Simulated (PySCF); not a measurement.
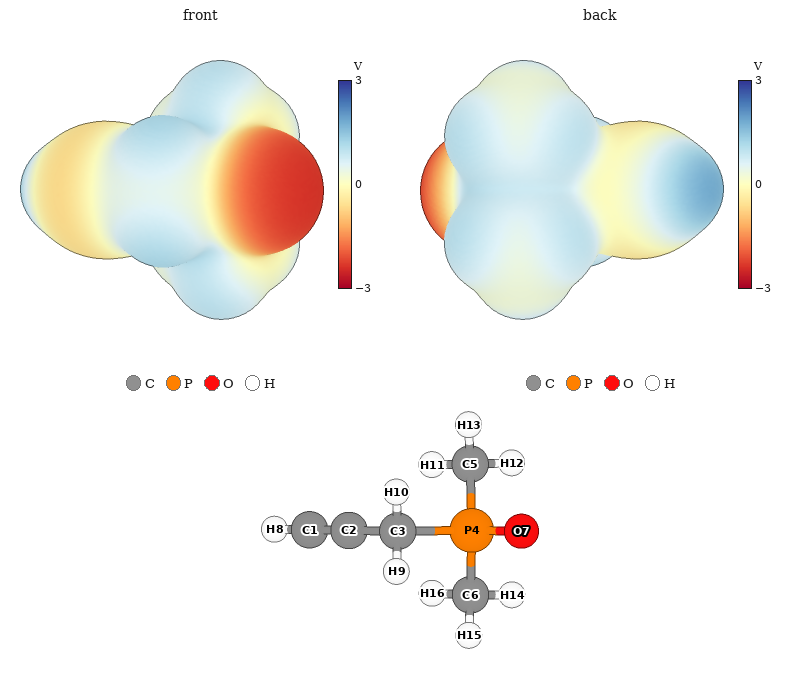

Figure. C₅H₉OP (SMILES C#CCP(C)(C)=O). The electrostatic potential painted on the density surface at 0.002 e/bohr³, seen from the front and from behind; the colour scale runs from red (negative) to blue (positive). The bare structure is drawn below in the same view.

Geometry: GFN2-xTB.

Theory: PySCF, PBE0/pcSseg-1, SCF density, gas phase, non-relativistic.

```json
{"atom": "C", "x (Å)": "1.0654", "y (Å)": "-0.2880", "z (Å)": "2.4903"}
{"atom": "C", "x (Å)": "1.2336", "y (Å)": "0.1202", "z (Å)": "1.3774"}
{"atom": "C", "x (Å)": "1.3906", "y (Å)": "0.5959", "z (Å)": "0.0296"}
{"atom": "P", "x (Å)": "-0.0972", "y (Å)": "0.2649", "z (Å)": "-1.0174"}
{"atom": "C", "x (Å)": "-1.4876", "y (Å)": "1.0395", "z (Å)": "-0.1113"}
{"atom": "C", "x (Å)": "-0.3673", "y (Å)": "-1.5422", "z (Å)": "-0.8913"}
{"atom": "O", "x (Å)": "0.0654", "y (Å)": "0.7510", "z (Å)": "-2.3937"}
{"atom": "H", "x (Å)": "0.9374", "y (Å)": "-0.6389", "z (Å)": "3.4704"}
{"atom": "H", "x (Å)": "2.2393", "y (Å)": "0.1103", "z (Å)": "-0.4624"}
{"atom": "H", "x (Å)": "1.5571", "y (Å)": "1.6778", "z (Å)": "0.0113"}
{"atom": "H", "x (Å)": "-1.5471", "y (Å)": "0.6787", "z (Å)": "0.9106"}
{"atom": "H", "x (Å)": "-2.4098", "y (Å)": "0.8165", "z (Å)": "-0.6442"}
{"atom": "H", "x (Å)": "-1.3342", "y (Å)": "2.1172", "z (Å)": "-0.1174"}
{"atom": "H", "x (Å)": "-1.2785", "y (Å)": "-1.7892", "z (Å)": "-1.4325"}
{"atom": "H", "x (Å)": "0.4705", "y (Å)": "-2.0425", "z (Å)": "-1.3738"}
{"atom": "H", "x (Å)": "-0.4451", "y (Å)": "-1.8622", "z (Å)": "0.1430"}
```

Q: Where is the surface potential most negative and most positive?

A: The most negative region (about −2.3 V) lies over O7, the most positive (about +1.7 V) over H8. O7 is the likeliest acceptor of a hydrogen bond.
